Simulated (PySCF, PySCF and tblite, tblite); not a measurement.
# C₄H₄FNO: telling isomers apart by computed NMR, part 2 of 2

PySCF and tblite. Atoms count from 0. Earlier steps stand in the parts before.

## 9. Averages, isomer B: properties at PBE0/pcSseg-1

What the job is given:

```
{"job": {"study": "conf", "smiles": "N#C[C@H]1C[C@H](F)O1", "search": {"seed": 6573, "n_embed": 45, "ff_keep": 10, "window": 2.5, "nmax": 6, "temps": [250, 298.15, 350], "t_ref": 298.15, "order": 0.001}, "level": {"nmr": {"xc": "PBE0", "basis": "pcSseg-1"}, "j": {"xc": "B3LYP", "basis": {"default": "6-31G*", "H": "pcJ-1", "F": "pcJ-1"}, "nuclei": ["H", "F", "P", "Si", "B"]}}, "kind": "conf"}, "charge": 0, "multiplicity": 1}
N      2.633927     0.723294     1.313081
C      1.835786     0.274470     0.630645
C      0.798918    -0.297781    -0.199425
C     -0.569856    -0.467153     0.493300
C     -1.054393     0.500332    -0.587042
F     -1.908082    -0.086010    -1.478758
O      0.226644     0.644061    -1.126971
H      1.186628    -1.185861    -0.713775
H     -0.622562    -0.090981     1.510905
H     -1.003345    -1.460629     0.423643
H     -1.518239     1.448930    -0.291567
```

The log of the run:

```text
conformer  sym    E(xTB)   E(DFT)   G(298.15 K)  weight  dipole/D
    1     C1      0.000    0.000    0.000   1.0000    2.961

mean shielding (ppm) by class
class atoms           250 K   298.15 K      350 K
  0 N  0            -49.275    -49.275    -49.275
  1 C  1             63.953     63.953     63.953
  2 C  2            123.507    123.507    123.507
  3 C  3             146.97     146.97     146.97
  4 C  4             70.419     70.419     70.419
  5 F  5            286.342    286.342    286.342
  6 O  6             216.92     216.92     216.92
  7 H  7             26.439     26.439     26.439
  8 H  8             28.605     28.605     28.605
  9 H  9             28.604     28.604     28.604
 10 H  10            25.414     25.414     25.414
```

It took 30 s on 1 thread of Intel Xeon 6975P-C, shared host. This counts the runs that the step sums up.

The search (ETKDG, MMFF94s, GFN2-xTB) embedded 45 structures, kept 1 distinct ones after the force field and 1 after xTB; 1 was carried on (window 2.5 kcal/mol at the search's own energies). Energies: PBE0/pcSseg-1 with D3(BJ).

The conformers at 298 K:

| no. | group | mirror pair | ΔE xTB | ΔE DFT | ΔG | weight (%) | μ (D) | A, B, C (GHz) |
| --- | --- | --- | --- | --- | --- | --- | --- | --- |
| 1 | C1 | no | 0.00 | 0.00 | 0.00 | 100.0 | 2.96 | 9.54, 1.59, 1.48 |

Energies in kcal/mol. ΔG holds xTB vibrations and rotation, symmetry numbers and mirror pairs.

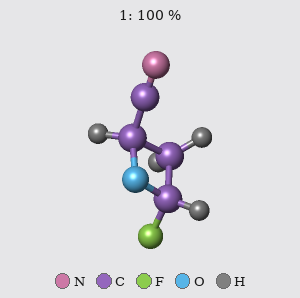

The one conformer.

Shifts against references run at the same level ($^{17}$O H2O 336.1, $^{15}$N NH3 267.7, $^{1}$H TMS 31.72, $^{13}$C TMS 186.9, $^{19}$F CFCl3 170.9 ppm of shielding), by class of atoms, at 298 K:

| atoms | environment | average |
| --- | --- | --- |
| C1 | nitrile carbon | 123.0 |
| C4 | sp3 CH bonded to F and O | 116.5 |
| C2 | sp3 CH bonded to O, α to a nitrile | 63.4 |
| C3 | sp3 CH2 in a ring | 40.0 |
| H10 | hydrogen on an sp3 CH bonded to F and O | 6.30 |
| H7 | hydrogen on an sp3 CH bonded to O, α to a nitrile | 5.28 |
| H9 | hydrogen on an sp3 CH2 in a ring | 3.11 |
| H8 | hydrogen on an sp3 CH2 in a ring | 3.11 |
| N0 | nitrile nitrogen | 317.0 |
| F5 | fluorine on an sp3 carbon | -115.4 |
| O6 | ether oxygen | 119.2 |

Couplings (Hz, B3LYP/pcJ-1+6-31G*; one pair named for each class), from conformers that hold 100 % of the weight:

| pair | bonds | average |
| --- | --- | --- |
| F5–H10 | 2 | 78.7 |
| H8–H9 | 2 | -13.9 |
| F5–H9 | 3 | 18.3 |
| F5–H8 | 3 | 18.1 |
| H7–H9 | 3 | 9.0 |
| H7–H8 | 3 | 5.7 |
| H8–H10 | 3 | 5.3 |
| H9–H10 | 3 | 2.0 |
| F5–H7 | 4 | -0.6 |

Effective distances for nuclear Overhauser effects, ⟨r⁻⁶⟩^(−1/6) over all pairs of two classes (Å): H8···H9 1.79; H7···H9 2.48; H8···H10 2.53; H9···H10 3.04; H7···H8 3.07; H7···H10 3.80.

## 10. Shieldings, isomer A, conformer 1: PBE/pcSseg-1 in tetrahydrofuran

What the job is given:

```
{"job": {"xc": "PBE", "basis": "pcSseg-1", "solvent": "tetrahydrofuran", "kind": "nmr", "pop": false}, "charge": 0, "multiplicity": 1}
N      2.790007    -1.068333    -0.065368
C      1.838971    -0.467595    -0.288495
C      0.641983     0.337337    -0.528660
C     -0.281697     0.524542     0.695511
C     -1.262525    -0.322356    -0.121549
F     -1.446141    -1.551103     0.432724
O     -0.394819    -0.373959    -1.220417
H      0.910867     1.259046    -1.062223
H     -0.588776     1.550629     0.887839
H      0.056947     0.047015     1.612799
H     -2.259394     0.067447    -0.368125
```

The log of the run:

```text
coarse grid: 10064 points
cycle   1  E = -383.9451399114  dE =  9.916e-01  |g| = 8.193e-01  |ddm| = 3.108e+00
cycle   2  E = -383.5169766178  dE =  4.282e-01  |g| = 1.702e+00  |ddm| = 1.928e+00
cycle   3  E = -384.0365097434  dE = -5.195e-01  |g| = 3.529e-01  |ddm| = 1.441e+00
cycle   4  E = -384.0608519439  dE = -2.434e-02  |g| = 1.265e-01  |ddm| = 2.753e-01
cycle   5  E = -384.0638180207  dE = -2.966e-03  |g| = 4.034e-02  |ddm| = 1.064e-01
cycle   6  E = -384.0641050920  dE = -2.871e-04  |g| = 1.305e-02  |ddm| = 3.363e-02
cycle   7  E = -384.0641323306  dE = -2.724e-05  |g| = 3.778e-03  |ddm| = 1.056e-02
cycle   8  E = -384.0641348636  dE = -2.533e-06  |g| = 9.232e-04  |ddm| = 2.982e-03
final grid: 100128 points
cycle   9  E = -384.1439559599  dE = -1.096e-05  |g| = 1.905e-02  |ddm| = 3.317e-02
cycle  10  E = -384.1437680438  dE =  1.879e-04  |g| = 3.777e-02  |ddm| = 3.573e-02
cycle  11  E = -384.1440217138  dE = -2.537e-04  |g| = 3.158e-03  |ddm| = 2.459e-02
cycle  12  E = -384.1440237336  dE = -2.020e-06  |g| = 8.428e-04  |ddm| = 2.695e-03
cycle  13  E = -384.1440238237  dE = -9.009e-08  |g| = 4.241e-04  |ddm| = 8.302e-04
cycle  14  E = -384.1440238546  dE = -3.088e-08  |g| = 1.774e-04  |ddm| = 3.217e-04
cycle  15  E = -384.1440238608  dE = -6.227e-09  |g| = 2.607e-05  |ddm| = 1.222e-04
cycle  16  E = -384.1440238609  dE = -1.210e-10  |g| = 7.442e-06  |ddm| = 2.452e-05
converged SCF energy = -384.1440238609

GIAO shielding tensors (ppm)
atom      isotropic    diamagn.    paramagn.     s11        s22        s33       span
  0 N      -30.055     341.929    -371.984   -186.162   -163.973    259.971    446.133
  1 C       59.064     259.510    -200.445    -60.395    -51.896    289.485    349.880
  2 C      114.659     248.808    -134.148     89.799     98.960    155.219     65.420
  3 C      141.140     249.524    -108.384    119.470    135.993    167.957     48.487
  4 C       60.815     242.508    -181.693     35.992     66.386     80.067     44.075
  5 F      267.865     473.003    -205.138    188.486    276.605    338.505    150.019
  6 O      208.105     397.809    -189.704    147.077    210.310    266.929    119.852
  7 H       25.959      27.534      -1.574     22.427     26.308     29.144      6.717
  8 H       27.844      28.935      -1.091     25.568     26.415     31.550      5.982
  9 H       28.614      29.629      -1.015     26.344     27.433     32.066      5.722
 10 H       25.106      27.693      -2.586     20.714     25.944     28.662      7.948
```

Run time: 12 s. Hardware: 1 thread of Intel Xeon 6975P-C, shared host.

This run: HOMO -7.37 eV, LUMO -1.37 eV; dipole 5.75 D.

## 11. Boltzmann average, isomer A: properties at PBE/pcSseg-1 in tetrahydrofuran

What the job is given:

```
{"job": {"study": "conf", "smiles": "N#C[C@@H]1C[C@H](F)O1", "search": {"seed": 6573, "n_embed": 45, "ff_keep": 10, "window": 2.5, "nmax": 6, "temps": [250, 298.15, 350], "t_ref": 298.15, "order": 0.001}, "level": {"nmr": {"xc": "PBE", "basis": "pcSseg-1", "solvent": "tetrahydrofuran"}, "alter": {"geometry": "GFN1-xTB"}, "change": "PBE/pcSseg-1; solvent tetrahydrofuran; GFN1-xTB geometries"}, "kind": "conf"}, "charge": 0, "multiplicity": 1}
N      2.790007    -1.068333    -0.065368
C      1.838971    -0.467595    -0.288495
C      0.641983     0.337337    -0.528660
C     -0.281697     0.524542     0.695511
C     -1.262525    -0.322356    -0.121549
F     -1.446141    -1.551103     0.432724
O     -0.394819    -0.373959    -1.220417
H      0.910867     1.259046    -1.062223
H     -0.588776     1.550629     0.887839
H      0.056947     0.047015     1.612799
H     -2.259394     0.067447    -0.368125
```

The log of the run:

```text
conformer  sym    E(xTB)   E(DFT)   G(298.15 K)  weight  dipole/D
    1     C1      0.000    0.000    0.000   1.0000    5.754

mean shielding (ppm) by class
class atoms           250 K   298.15 K      350 K
  0 N  0            -30.055    -30.055    -30.055
  1 C  1             59.065     59.065     59.065
  2 C  2            114.659    114.659    114.659
  3 C  3             141.14     141.14     141.14
  4 C  4             60.815     60.815     60.815
  5 F  5            267.865    267.865    267.865
  6 O  6            208.105    208.105    208.105
  7 H  7             25.959     25.959     25.959
  8 H  8             27.844     27.844     27.844
  9 H  9             28.614     28.614     28.614
 10 H  10            25.106     25.106     25.106
```

Wall time 12 s (1 thread of Intel Xeon 6975P-C, shared host). This counts the runs that the step sums up.

Against the first level, at 298 K (shieldings, ppm; largest changes first):

| atoms | PBE0/pcSseg-1 | PBE/pcSseg-1 in tetrahydrofuran | change |
| --- | --- | --- | --- |
| N0 | -48.6 | -30.1 | +18.5 |
| F5 | 282.7 | 267.9 | -14.9 |
| C4 | 71.5 | 60.8 | -10.7 |
| C2 | 124.5 | 114.7 | -9.8 |
| O6 | 215.1 | 208.1 | -7.0 |
| C3 | 147.5 | 141.1 | -6.3 |
| C1 | 64.9 | 59.1 | -5.8 |
| H7 | 26.74 | 25.96 | -0.78 |
| H8 | 28.46 | 27.84 | -0.62 |
| H10 | 25.57 | 25.11 | -0.46 |

Weights: from PBE0/pcSseg-1 energies 1: 100 %; from PBE/pcSseg-1 in tetrahydrofuran energies 1: 100 % (with a dispersion term where the level has one and the same thermal terms, so they don't follow from the SCF energies alone). Times: 28 s and 12 s.

## 12. Which isomer fits the signals?

What the job is given:

```
{"job": {"study": "set", "relation": "diastereomers", "members": [{"smiles": "[N:1]#[C:2][C@@H:3]1[CH2:4][C@H:5]([F:6])[O:7]1"}, {"smiles": "[N:1]#[C:2][C@H:3]1[CH2:4][C@H:5]([F:6])[O:7]1"}], "charge": 0, "search": {"seed": 6573, "n_embed": 45, "ff_keep": 10, "window": 2.5, "nmax": 6, "temps": [250, 298.15, 350], "t_ref": 298.15, "order": 0.001}, "level": {"nmr": {"xc": "PBE0", "basis": "pcSseg-1"}, "j": {"xc": "B3LYP", "basis": {"default": "6-31G*", "H": "pcJ-1", "F": "pcJ-1"}, "nuclei": ["H", "F", "P", "Si", "B"]}}, "dp4": {"C": [2.0, 10], "H": [0.12, 10]}, "second_levels": [{"nmr": {"xc": "PBE", "basis": "pcSseg-1", "solvent": "tetrahydrofuran"}, "wide": true, "alter": {"geometry": "GFN1-xTB"}, "change": "PBE/pcSseg-1; solvent tetrahydrofuran; GFN1-xTB geometries"}], "kind": "set"}, "charge": 0, "multiplicity": 1}
N      2.790606    -1.037934    -0.061968
C      1.847489    -0.434317    -0.284890
C      0.644483     0.332373    -0.530118
C     -0.274294     0.515858     0.695880
C     -1.259306    -0.324613    -0.117988
F     -1.504225    -1.548645     0.432964
O     -0.387808    -0.408480    -1.208202
H      0.898971     1.246611    -1.079492
H     -0.582393     1.536353     0.899020
H      0.069872     0.026142     1.603430
H     -2.237971     0.099323    -0.374599
```

The log of the run:

```text
isomer  G rel   conformers  SMILES
A     0.342      1   N#C[C@@H]1C[C@H](F)O1
B     0.000      1   N#C[C@H]1C[C@H](F)O1

signals of isomer A at the second level: probabilities [0.88138, 0.11862]
```

It took 70 s on 1 thread of Intel Xeon 6975P-C, shared host. This counts the whole study up to here.

The 2 candidates (diastereomers), with energies and dipoles from their ensembles above, at 298 K; shieldings at PBE0/pcSseg-1:

| isomer | SMILES | conformers | ΔE | ΔG | μ rms (D) |
| --- | --- | --- | --- | --- | --- |
| A | N#C[C@@H]1C[C@H](F)O1 | 1 | 0.28 | 0.34 | 4.88 |
| B | N#C[C@H]1C[C@H](F)O1 | 1 | 0.00 | 0.00 | 2.96 |

Energies in kcal/mol.

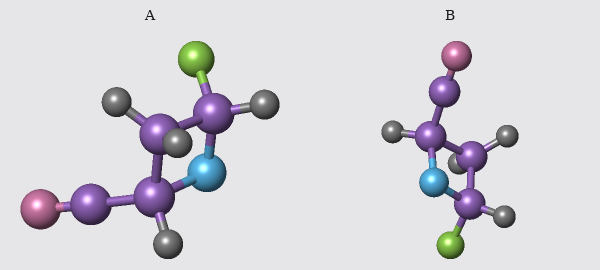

The leading conformer of each candidate.

The signals of isomer A, computed at a second level (PBE/pcSseg-1 in tetrahydrofuran on GFN1-xTB geometries), stand in for a spectrum. The test takes 4 C values, 4 H values (hydrogens on carbon alone). Each candidate's shieldings are matched to them by assigned atoms (like hydrogens of one group may swap) by a straight-line fit, or by a shift alone where signals are few or close (slope 1; a small slope inflates the errors), and the errors are weighed by Student-t tails (C: width 2.0 ppm, H: width 0.12 ppm).

| candidate | C slope | C mean error | C largest | H slope | H mean error | H largest | P(C) | P(H) | P(all) |
| --- | --- | --- | --- | --- | --- | --- | --- | --- | --- |
| A | 0.99 | 2.0 | 2.7 | 0.92 | 0.21 | 0.21 | 41.9 | 91.1 | 88.1 |
| B | 0.99 | 1.9 | 2.6 | 0.97 | 0.24 | 0.42 | 58.1 | 8.9 | 11.9 |

Errors in ppm, probabilities in per cent.

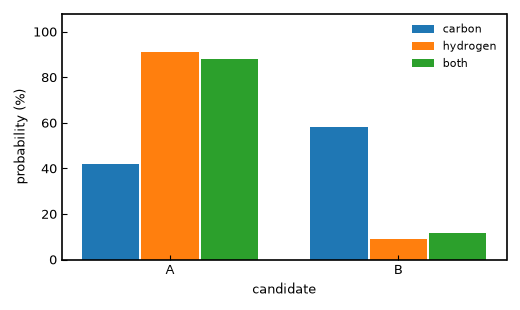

Probabilities for the signals of isomer A.

## 13. What came out

This closing draws on all 2 parts.

```
                                                             quantity                                                 value
                                                 conformers, isomer A  1; the first in weight is no. 1 (C1), 100 % at 298 K
                                    root-mean-square dipole, isomer A                                                4.88 D
                   averaged $^{13}$C shifts, isomer A (PBE0/pcSseg-1)                          122.0, 115.4, 62.5, 39.4 ppm
                    averaged $^{1}$H shifts, isomer A (PBE0/pcSseg-1)                            6.15, 4.98, 3.25, 2.93 ppm
                   averaged $^{19}$F shifts, isomer A (PBE0/pcSseg-1)                                            -111.8 ppm
                                                 conformers, isomer B  1; the first in weight is no. 1 (C1), 100 % at 298 K
                                    root-mean-square dipole, isomer B                                                2.96 D
                   averaged $^{13}$C shifts, isomer B (PBE0/pcSseg-1)                          123.0, 116.5, 63.4, 40.0 ppm
                    averaged $^{1}$H shifts, isomer B (PBE0/pcSseg-1)                            6.30, 5.28, 3.11, 3.11 ppm
                   averaged $^{19}$F shifts, isomer B (PBE0/pcSseg-1)                                            -115.4 ppm
                                                lowest in free energy              A, B, within 0.5 kcal/mol of one another
signals of A (PBE/pcSseg-1 in tetrahydrofuran on GFN1-xTB geometries)                                      best fit A, 88 %
```

What this shows: The search found one conformer for isomer A in the window, so the averages are its own values. The search found one conformer for isomer B in the window, so the averages are its own values. Going from PBE0/pcSseg-1 to PBE/pcSseg-1 in tetrahydrofuran moves N0 of isomer A most, by 18.5 ppm of raw shielding (the geometries differ too). The test names the right isomer, A, with 88 %. The stand-in spectrum is computed, so it shares conformers and some errors with the candidates; a measured one would test harder.
